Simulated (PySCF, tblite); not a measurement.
# C3H9BFN: geometry, infrared bands and NMR shifts

What infrared bands and NMR shifts should C3H9BFN (`CC(C)B(N)F`) show?

The runs use tblite 0.8.0 and PySCF 2.14.0, with density-fitted response routines of our own; the level of theory stands in each step. All values are computed, except where a source is named. Atoms count from 0, in the outputs and in this text.

### 1 Starting geometry

15 atoms, charge 0, multiplicity 1; geometry from: force field or distance geometry start.

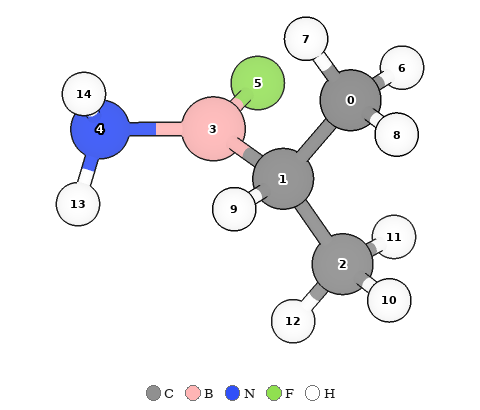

As it starts; carbon grey, boron pink, nitrogen blue, fluorine green, hydrogen white, atoms numbered; sticks join atoms by distance.

### 2 Optimising the geometry with GFN2-xTB

What the job is given:

```
{"job": {"kind": "relax", "xc": "GFN2-xTB", "basis": "xTB"}, "charge": 0, "multiplicity": 1}
C     -0.647300     1.476700    -0.225100
C     -0.047500     0.085800    -0.349500
C     -1.091600    -0.949100    -0.749800
B      0.639600    -0.339000     1.038400
N      2.131800    -0.636900     1.122700
F     -0.168300    -0.460600     2.240300
H     -1.457700     1.502600     0.541400
H      0.130900     2.227000     0.053200
H     -1.087000     1.781500    -1.198300
H      0.740600     0.106700    -1.119700
H     -1.544000    -0.665200    -1.735100
H     -1.920700    -1.003700     0.001600
H     -0.646000    -1.950400    -0.851300
H      2.336700    -1.397400     0.425800
H      2.626000     0.230000     0.783400
```

Command:

```
> OMP_NUM_THREADS=1 python probes_run.py task.json out
```

One launch serves the whole session: the jobs run in the order shown.

**Question.** This job is followed by: GFN2-xTB harmonic vibrations, gas phase; GIAO PBE0/pcSseg-1 NMR shielding, non-relativistic, gas phase. What will the session give for the following? strongest single infrared mode (GFN2-xTB); zero-point energy (GFN2-xTB); 13C shifts against TMS (PBE0/pcSseg-1, means over atoms taken as alike); 1H shifts against TMS (PBE0/pcSseg-1, means over atoms taken as alike); 11B shifts against BF3·OEt2 (PBE0/pcSseg-1); 15N shifts against NH3 (PBE0/pcSseg-1); 19F shifts against CFCl3 (PBE0/pcSseg-1).

As calculated:

```
                                                               quantity                 value
                              strongest single infrared mode (GFN2-xTB)  591 cm⁻¹, 245 km/mol
                                           zero-point energy (GFN2-xTB)         78.8 kcal/mol
13C shifts against TMS (PBE0/pcSseg-1, means over atoms taken as alike)        20.3, 19.9 ppm
 1H shifts against TMS (PBE0/pcSseg-1, means over atoms taken as alike)  2.99, 1.04, 0.80 ppm
                            11B shifts against BF3·OEt2 (PBE0/pcSseg-1)              31.7 ppm
                                 15N shifts against NH3 (PBE0/pcSseg-1)              80.9 ppm
                               19F shifts against CFCl3 (PBE0/pcSseg-1)            -129.8 ppm
```

**Reading.** Over 126 steps the energy fell by 1.424 eV; of the close pairs, B3–N4 changed most, 1.524 to 1.386 Å. No mode is imaginary among the 39: a minimum at this level. The strongest single mode, at 591 cm⁻¹, moves mainly H13. GFN2-xTB is a fitted tight-binding method: band positions and strengths are rough. Its intensities can rank the bands wrongly. At PBE0/pcSseg-1: The widest tensor belongs to F5: span 295 ppm, with a paramagnetic part of -170 ppm.
